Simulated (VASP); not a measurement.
Band structure of P (black). Computed with RPBE GGA, VASP's PBE PAW potentials (set 64) (plane waves; VASP 6.6.1).

Without a dispersion term in the relaxation, distances and binding between the weakly bound layers, chains or molecules are unreliable, and so is what depends on them.

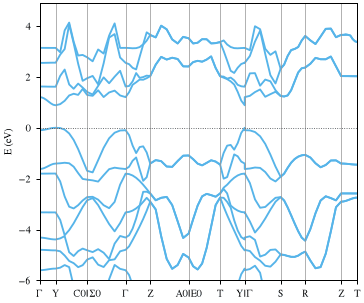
Fig. 1. Bands along high-symmetry lines, zero at the valence-band maximum or, without a gap, the Fermi level

**Question.** Read the plot: is there a gap, and where are the band edges?

**Answer.** The gap is direct, 0.88 eV, from the valence maximum at Y to the conduction minimum at Y. (Edges off the drawn lines would not show.)

Measured: gap 0.35 eV (computed value off by +0.53 eV), as given by Das et al., (2018), arXiv:1807.05623.

The compound is P in the black structure. It was relaxed first, which changed the volume by +49 %.
